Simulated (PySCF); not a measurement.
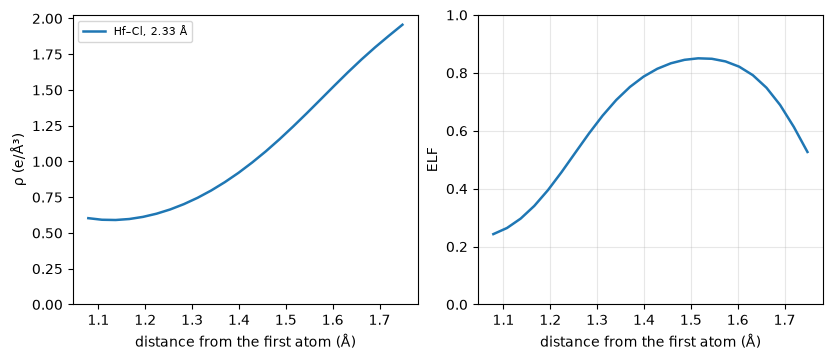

The picture shows: Cl$_{4}$Hf (Hf(Cl)4). Electron density and ELF along straight lines between neighbouring atoms. The curves leave out the atomic cores.

Core potentials replace the inner electrons of Hf.

All numbers below come from RKS r2SCAN, Hf def2-SVP with ECP60, Cl def2-SVP; non-relativistic Hamiltonian with scalar-relativistic core potentials where named; density fitting in PySCF 2.14.0.

```json
{"atom": "Hf", "x (Å)": "0.0000", "y (Å)": "0.0000", "z (Å)": "0.0000"}
{"atom": "Cl", "x (Å)": "1.3463", "y (Å)": "1.3463", "z (Å)": "1.3463"}
{"atom": "Cl", "x (Å)": "-1.3463", "y (Å)": "-1.3463", "z (Å)": "1.3463"}
{"atom": "Cl", "x (Å)": "1.3463", "y (Å)": "-1.3463", "z (Å)": "-1.3463"}
{"atom": "Cl", "x (Å)": "-1.3463", "y (Å)": "1.3463", "z (Å)": "-1.3463"}
```

> What can be read from the curves?

Hf–Cl (2.33 Å): ρ at the midpoint is about 0.6 e/Å³; the ELF peaks at about 0.85 in the valence shell of Cl, 0.8 Å from its nucleus, and is about 0.35 at the midpoint.
